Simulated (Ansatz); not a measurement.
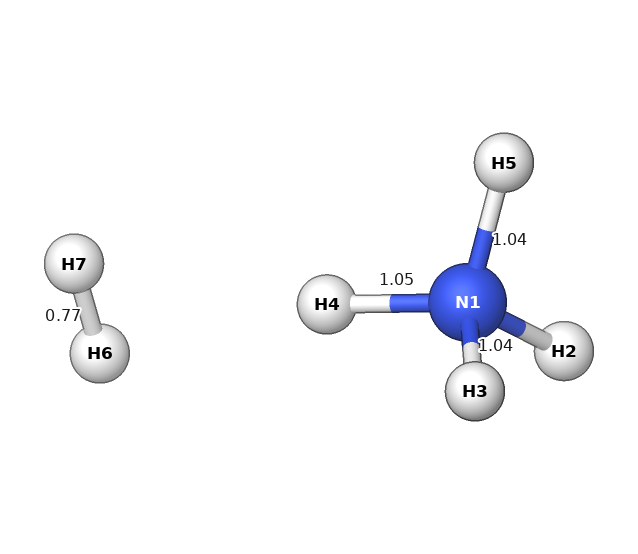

Bond lengths are marked in Å; every bond is drawn as one stick. State: charge +1, singlet. Computed geometry: PBE-D4/def2-SVP optimisation. No frequency run is at hand to confirm it as a minimum.

Assign a bond order to each marked bond.

N1–H3 single; N1–H4 single; N1–H5 single; H6–H7 single. This is one Lewis structure.

Give the structure as SMILES.

[H][H].[NH4+]
